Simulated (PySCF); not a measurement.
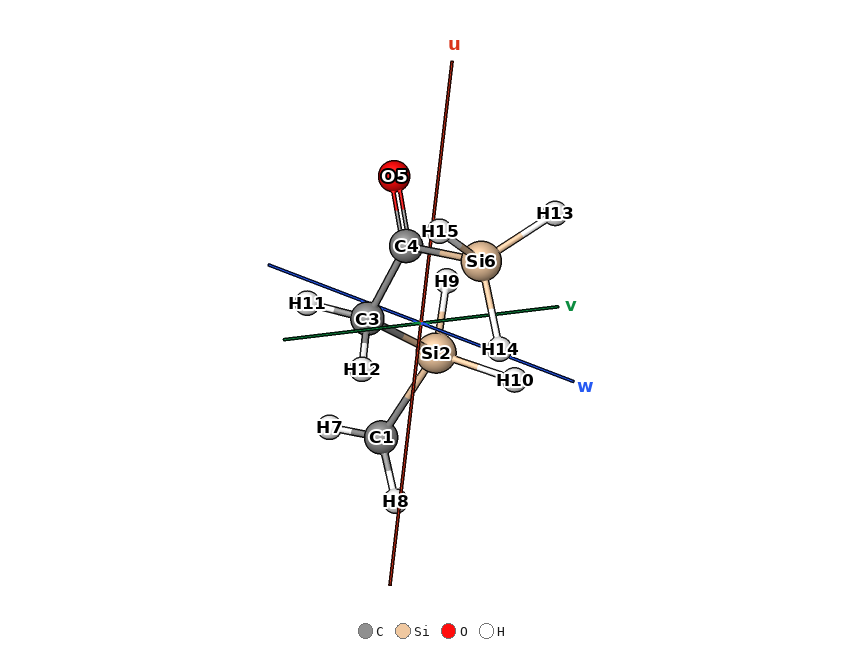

The lines u, v and w are the principal axes of the g tensor. State: neutral, doublet. Computed geometry: GFN2-xTB optimisation. No frequency run is at hand to confirm it as a minimum. Method: UKS B3LYP, pcH-1 on C H O Si, non-relativistic, mean-field spin-orbit, GIAO (PySCF 2.14.0).

Along which axis does g lie farthest from the free-electron value?

Answer. Along u: the shift is 615 ppm.

Give the principal values and shifts.

```csv
axis,g,shift (ppm)
u,2.00293,615
v,2.00220,−118
w,2.00279,470
```

The geometry is semi-empirical. Around Si such bond lengths and angles can be off by a tenth of an ångström or more and by several degrees, and values that hang on the shape move with them.
